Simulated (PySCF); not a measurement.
# C5H9ClO (ethylmethylacetylchloride): the cost of one run

Programs: PySCF 2.14.0, with routines of our own; each step states its level. All values are computed. Atoms count from 0.

## (1) The system as given

16 atoms, charge 0, multiplicity 1; geometry from: GFN2-xTB.

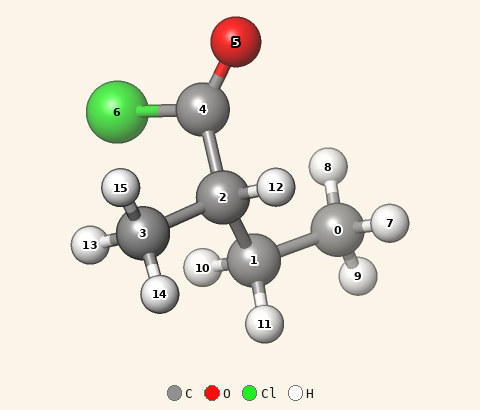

The starting geometry (carbon grey, oxygen red, chlorine green, hydrogen white).

## (2) Magnetic properties: GIAO wB97X-D/pcSseg-1

Job settings and geometry (Å):

```
{"job": {"kind": "mag", "xc": "wB97X-D", "basis": "pcSseg-1", "isotopologues": 2}, "charge": 0, "multiplicity": 1}
C      1.894625     0.690232    -0.178668
C      0.756930    -0.240508    -0.579932
C     -0.376687    -0.250304     0.455014
C     -1.452544    -1.275033     0.087086
C     -0.991838     1.110378     0.591579
O     -1.039381     1.795586     1.556769
Cl    -1.733131     1.690061    -0.910744
H      2.317556     0.392744     0.778536
H      1.542488     1.715521    -0.090915
H      2.683419     0.662752    -0.926578
H      0.355904     0.063541    -1.547685
H      1.135941    -1.259649    -0.676605
H      0.038842    -0.494925     1.439054
H     -1.862184    -1.060480    -0.896474
H     -1.016077    -2.270459     0.074407
H     -2.261463    -1.260511     0.813745
```

Method: GIAO wB97X-D/pcSseg-1 magnetisability, rotational g tensor and spin-rotation constants, non-relativistic, gas phase.

Started as:

```bash
OMP_NUM_THREADS=1 python excited_run.py task.json out
```

One launch serves the whole session: the jobs run in the order shown.

Q: Estimate the wall time and peak memory of this first job on 1 thread of Arm Neoverse N1, shared host.

About 59 s, with a peak of 0.95 GiB.
